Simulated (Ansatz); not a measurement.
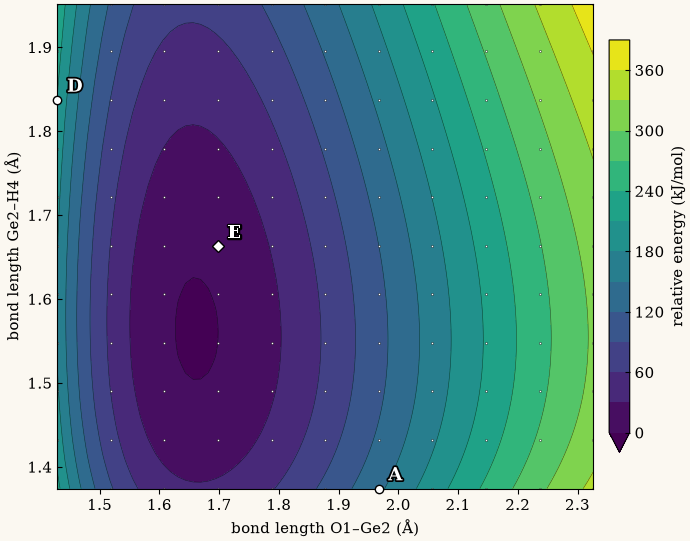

FGeH2O, SMILES [O-][GeH2][F], charge −1. The first coordinate is: bond length O1–Ge2; the second: bond length Ge2–H4. Nothing is relaxed (all other coordinates rigid). The scan uses an 11 × 11 grid. All energies are given in kJ/mol relative to the lowest grid point. Computed with RHF/def2-SVPD in Ansatz 0.2.0.

In the figure: filled contours, dots at the grid points, lettered points. Between grid points the surface is interpolated.

> Is A the lowest point of the computed grid?

No. A lies 144 kJ/mol above the lowest grid point, which is at bond length O1–Ge2 = 1.698 Å, bond length Ge2–H4 = 1.548 Å.

> Rank the lettered points by energy, lowest first.

E (7 kJ/mol), A (144 kJ/mol), D (209 kJ/mol).
